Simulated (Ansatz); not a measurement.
# ClF$_{2}$H$_{3}$NSi···H$_{3}$Si: what the fields show

The calculation's input:

```
crystal:
  periodic: [false, false, false]
  atoms:
    - {symbol: Si, position_ang: [-0.918346, 0.413028, -0.767653]}
    - {symbol: Si, position_ang: [0.362403, -1.044452, 1.431514]}
    - {symbol: F, position_ang: [-1.538576, 1.189258, -2.023705]}
    - {symbol: F, position_ang: [-1.269279, -1.070909, -1.185458]}
    - {symbol: Cl, position_ang: [-1.833881, 1.405706, 0.744475]}
    - {symbol: H, position_ang: [0.953699, 0.195799, -0.012111]}
    - {symbol: N, position_ang: [0.828750, 0.851105, -1.024951]}
    - {symbol: H, position_ang: [0.813397, -0.330658, 2.669929]}
    - {symbol: H, position_ang: [1.280173, -2.220148, 1.270567]}
    - {symbol: H, position_ang: [-0.970301, -1.629705, 1.770659]}
    - {symbol: H, position_ang: [1.246008, 0.395108, -1.833315]}
    - {symbol: H, position_ang: [1.045954, 1.845870, -1.040152]}
basis:
  gaussian: {orbitals: def2-TZVPP}
hamiltonian: {xc: pbe0, dispersion: d4}
output: {orbitals: {seedname: orbitals}}
```

Run with:

```sh
ansatz run in.yaml --threads 5 --pin off --events-out ev --progress --plain --max-ram 66560MiB --backend cuda --devices 0, --max-vram 37GiB
```

A transition-state structure; geometry: PBE0-D4/def2-TZVP.

These are results of RKS PBE0-D4/def2-TZVPP (Ansatz 0.2.0), not measurements.

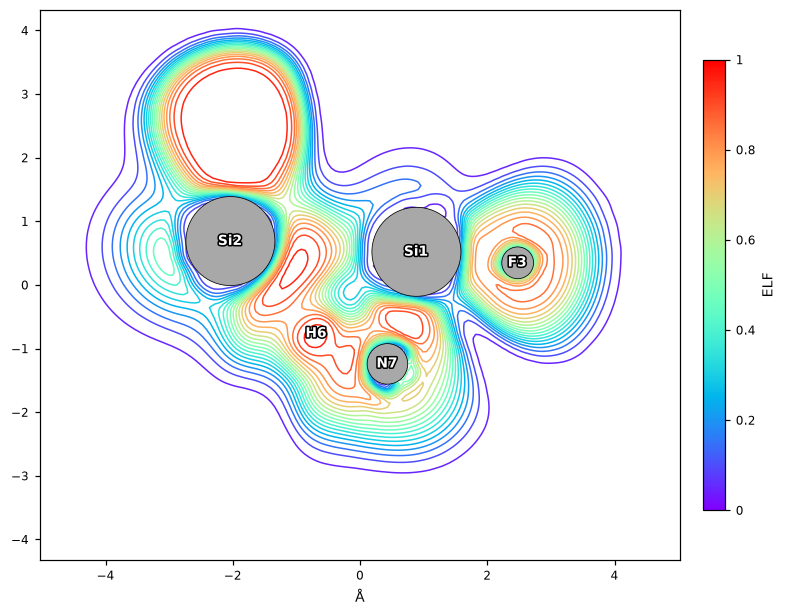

Figure 1. Electron localisation function on the plane of atoms Si1, N7 and H6. Grey discs cover the atomic cores.

Question: Describe what can be read from this map.

Answer: Atoms in the plane: Si, F, H and N. Si2···H6 (1.99 Å): the ELF peaks at about 0.95 between the atoms. Si–F (1.60 Å): the ELF peaks at about 0.85 in the valence shell of F, 0.6 Å from its nucleus, and is about 0.55 at the midpoint. Si–N (1.82 Å): the ELF peaks at about 0.95 between the atoms (a shared but strongly polarised pair). The ELF also peaks beside F3, away from the bonds: lone-pair regions.

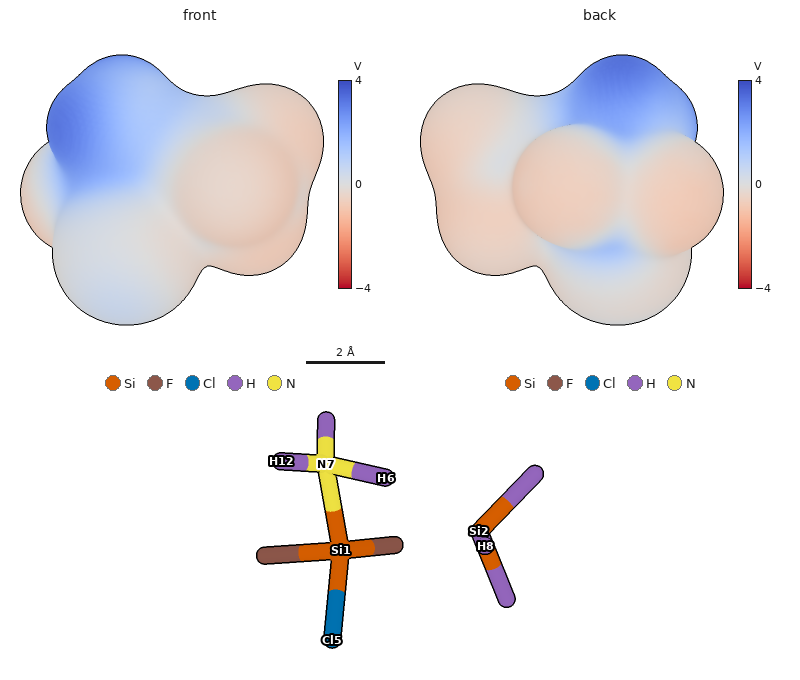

Figure 2. The molecular electrostatic potential painted on the density surface at 0.002 e/bohr³, seen from the front and from behind; red is negative and blue positive. The bare structure is drawn below in the same view.

Question: Where is the surface potential most negative and most positive?

Answer: The most negative region (about −0.8 V) lies over F3 and F4, the most positive (about +3.1 V) over H11 and H12. Cl5 shows a σ-hole: about +0.5 V at the tip opposite its bond, against about −0.1 V on its flanks.

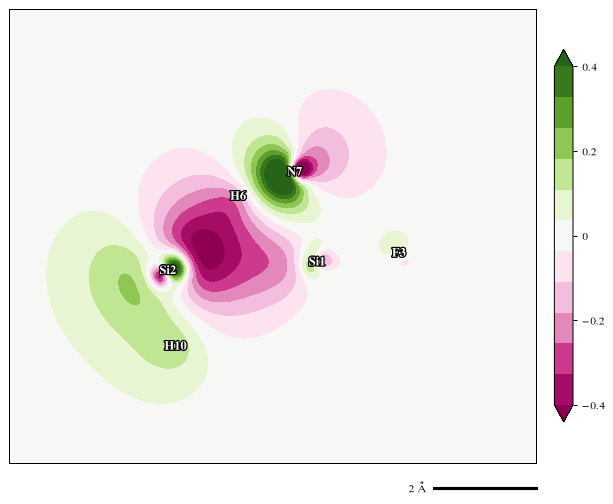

Figure 3. One frontier orbital on the plane of atoms F3, Si1 and N7 (values in Å⁻³ᐟ²; the overall sign is arbitrary).

Question: Which orbital is it: HOMO or LUMO?

Answer: The HOMO, at −6.20 eV. By Hirshfeld shares it lies mainly on Si2 (about 45 %), N7 (about 15 %), Si1 (about 10 %) and H6 (about 10 %).

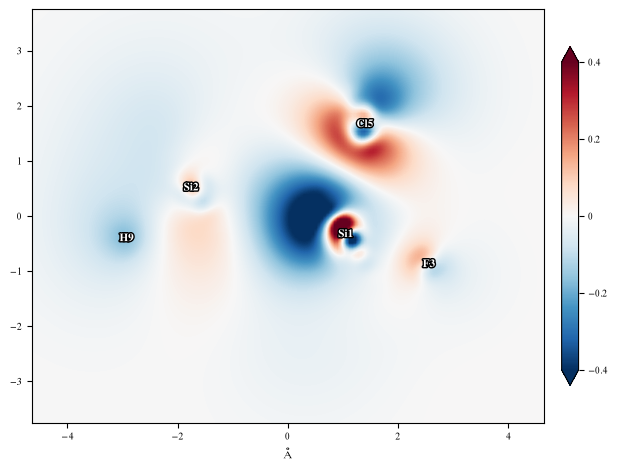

Figure 4. The LUMO on the plane of atoms F3, Si1 and Cl5 (values in Å⁻³ᐟ²; the overall sign is arbitrary).

Question: Describe this orbital and give its energy.

Answer: It lies mainly on Si1 (about 30 %), Si2 (about 20 %), Cl5 (about 20 %), N7 (about 10 %), H6 (about 10 %) and F4 (about 5 %). Its energy is −0.58 eV.
